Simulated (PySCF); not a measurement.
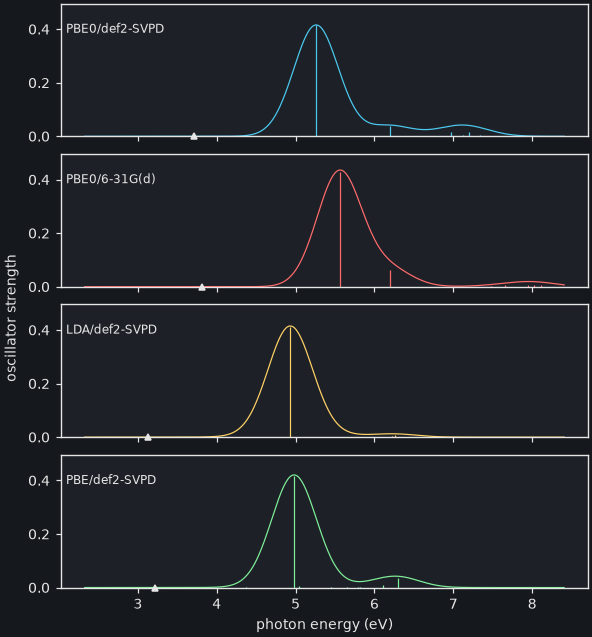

Vertical TDDFT spectra of C₃H₆O₂Si, SMILES O=C/C=C/O[SiH3] at one geometry and several levels (PySCF, at a PBE0-D3(BJ)/def2-SVP geometry (no frequency check)); sticks with Gaussians of 1/e half-width 0.40 eV, the triangle marks S1, which has the same leading orbital pair at all these levels. Only the lowest states were computed, so the high end is incomplete.

Order the levels by their S1 energy.

From lowest to highest: LDA/def2-SVPD 3.13 eV, PBE/def2-SVPD 3.22 eV, PBE0/def2-SVPD 3.71 eV, PBE0/6-31G(d) 3.81 eV; a spread of 0.69 eV.

Limits of at least one run: 6-31G(d) has no diffuse functions, so states with Rydberg character are missing or too high; core orbitals are frozen in the response; one conformer of a flexible molecule; states above the negative HOMO energy depend on the basis.
